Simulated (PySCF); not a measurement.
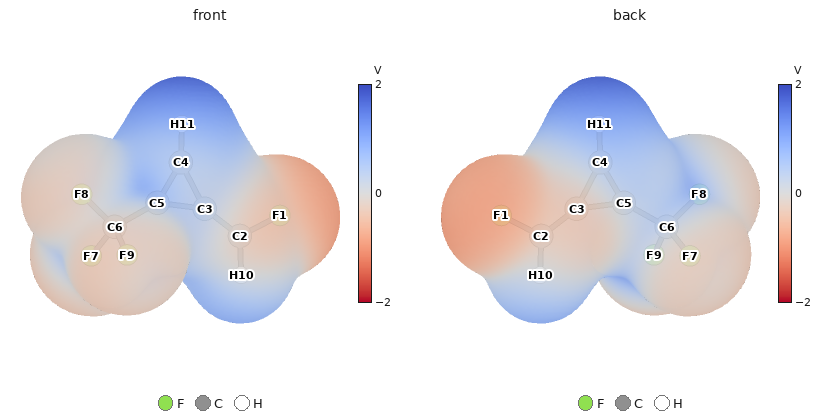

Figure. C$_{5}$H$_{2}$F$_{4}$. The electrostatic potential painted on the density surface at 0.001 e/bohr³, seen from the front and from behind; red is negative and blue positive.

Geometry: GFN2-xTB.

The calculation used PBE0/pcSseg-1, SCF density, gas phase, non-relativistic (PySCF).

```xyz
11

F     3.2882    0.0601   -0.0337
C     2.0727   -0.5253    0.0767
C     0.9763    0.1742   -0.0396
C     0.2163    1.4004   -0.2510
C    -0.4779    0.2934   -0.0515
C    -1.7776   -0.3895    0.0779
F    -1.9330   -1.3484   -0.8478
F    -2.8085    0.4562   -0.0592
F    -1.9146   -0.9814    1.2742
H     2.1356   -1.5842    0.2635
H     0.2279    2.4471   -0.4355
```

Describe the electrostatic potential map.

Answer. The most negative region (about −0.9 V) lies over F1, the most positive (about +1.7 V) over H11.
